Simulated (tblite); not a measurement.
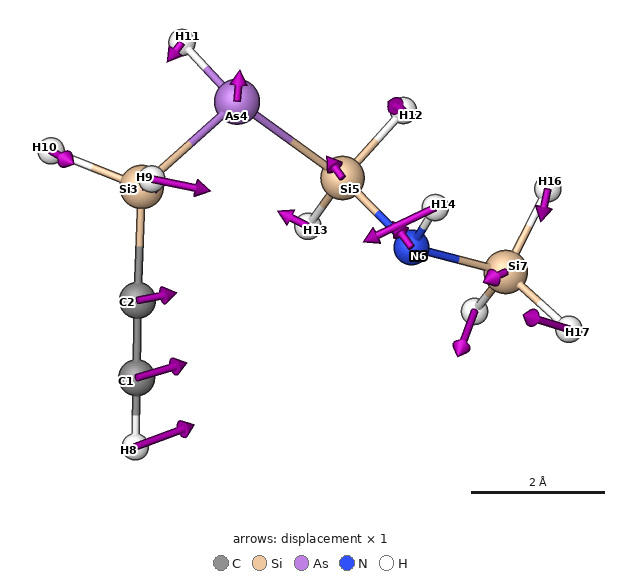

This is a relaxation of C2H10AsNSi3. The starting structure is drawn; purple arrows show the displacements, at their true length. The two geometries are superimposed by the best rigid fit.

A ball-and-stick model, seen at a tilt.

These are results of tblite, GFN2-xTB geometry optimisation, gas phase, not measurements. 

What happened in the run?

Answer. The energy falls by 1.188 eV in 149 geometry steps. The atom that moves furthest after the best rigid fit is an H atom (1.23 Å). Largest moves by element: H 1.23 Å, C 0.95 Å, N 0.53 Å, Si 0.52 Å, As 0.50 Å. Some distances before and after: C–Si 1.777 → 1.857 Å, As–H 1.585 → 1.509 Å, N–Si 1.790 → 1.728 Å, As–Si 2.274 → 2.335 Å. Bond angles that change, for instance: Si–N–Si 105.2° → 126.8°, Si–As–H 108.6° → 92.2°, Si–As–Si 115.3° → 99.0°. Cost: 2.6 s on 1 thread of Arm Neoverse N1, on a shared host.
